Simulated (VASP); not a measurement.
Band structure of SrCl$_{2}$ (fluorite). These are revPBE GGA, VASP's PBE PAW potentials (set 64) (plane waves; VASP) values and carry that method's errors.

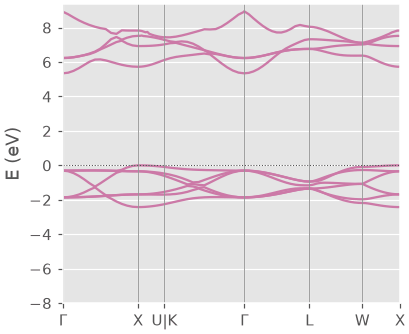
Bands along high-symmetry lines, zero at the valence-band maximum or, without a gap, the Fermi level

Q: Read the plot: is there a gap, and where are the band edges?

A: The gap is indirect, 5.35 eV, from the valence maximum at X to the conduction minimum at Γ. (Edges off the drawn lines would not show.)

Measured: gap 7.50 eV (computed value off by -2.15 eV), as given by Andrés Aguado et al., Journal of the Physical Society of Japan (1999), arXiv:cond-mat/9901145.

The compound is SrCl2 in the fluorite structure. It was relaxed first, which changed the volume by +7 %.
